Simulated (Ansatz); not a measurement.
# CFSi$_{2}$ (SMILES F[Si+]=C=[Si]) (charge +1, triplet): what the fields show

```xyz
4

C    -1.9494   -2.3777   -1.9647
F    -1.8005   -4.8854   -3.2604
Si   -1.0051   -3.7244   -2.5896
Si   -2.8540   -1.0331   -1.3378
```

Geometry: PBE0-D4/def2-TZVP.

The calculation used isolated molecule in a Gaussian basis; Kohn-Sham density functional theory, functional PBE0 in Ansatz 0.2.0.

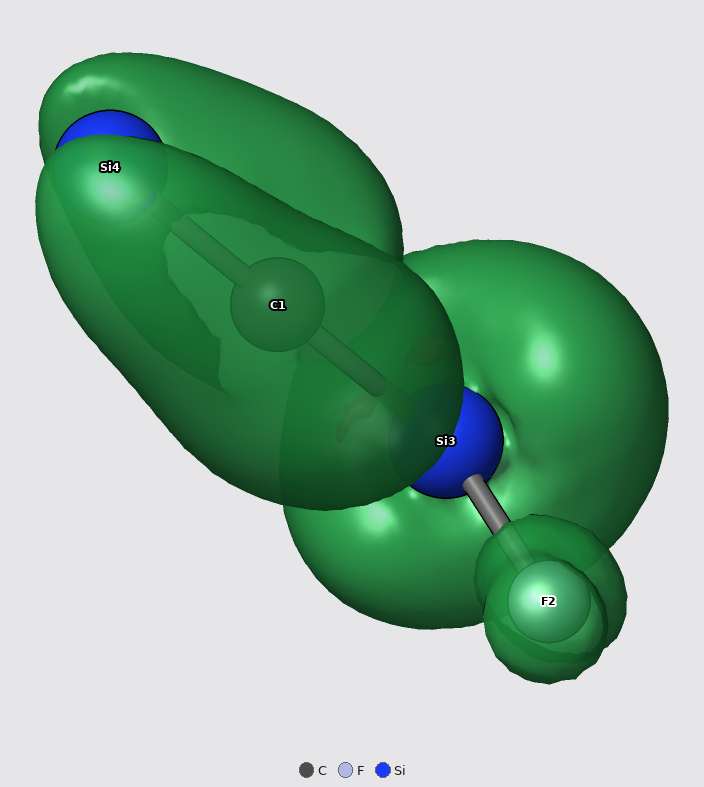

Figure 1. Isosurfaces of the spin density at +0.02 (green) and −0.02 e/Å³ (red), seen at an oblique angle.

### Where is the unpaired spin?

The unpaired spin (2 electrons) lies mostly on Si3 (about 0.8), C1 (about 0.8), Si4 (about 0.3) and F2 (about 0.1), in electrons by Hirshfeld's partition.

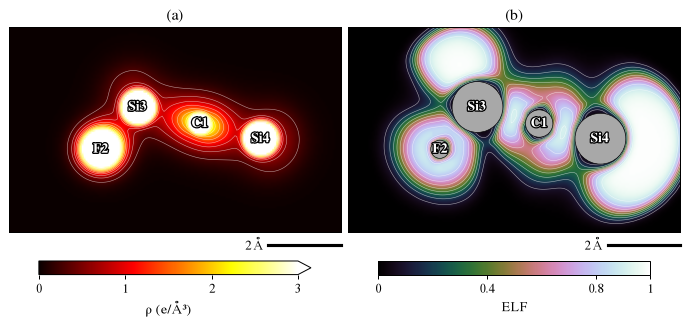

Figure 2. (a) total electron density; (b) electron localisation function on the molecular plane. Grey discs cover the atomic cores in the ELF map.

### Read the bonding off the picture.

- Atoms in the plane: C, F and Si.
- Si–F (1.56 Å): the density is about 1.3 e/Å³ at the midpoint; the ELF peaks at about 0.80 in the valence shell of F, 0.5 Å from its nucleus, and is about 0.50 at the midpoint.
- C–Si (1.74 Å): ρ at the midpoint is about 1.1 e/Å³; the ELF peaks at about 0.90 between the atoms: localised, covalent bonding.
- The ELF also peaks beside F2, Si4 and Si3, away from the bonds: non-bonding electrons, paired or unpaired.

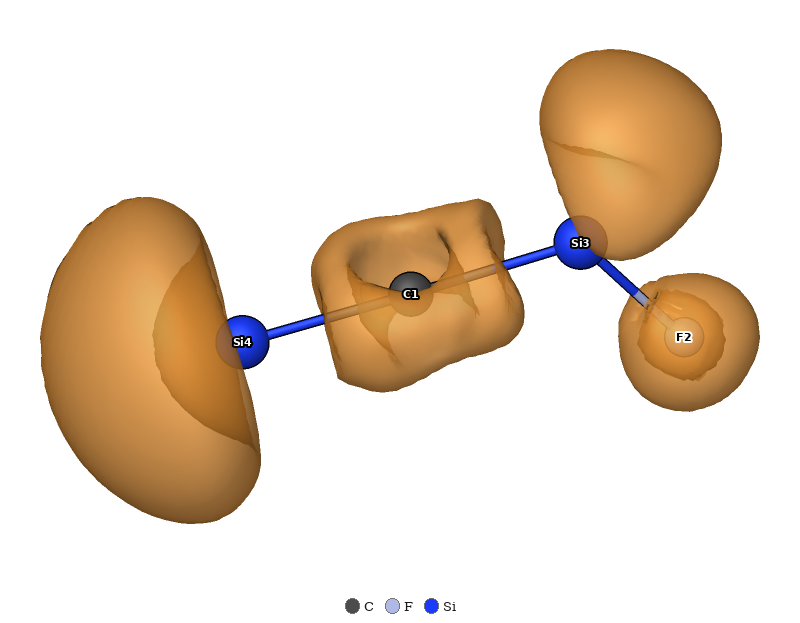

Figure 3. Isosurface of the electron localisation function at 0.8 (orange), seen at a tilt. Core shells and regions of very low density are left out.

### Where are the electrons localised?

The ELF exceeds this value in one region on C in which the atom's valence shell and bonds are merged, two lobes on Si, pointing away from the bonds (non-bonding electrons) and one region wrapped around F (its lone pairs, merged into a ring or cap).
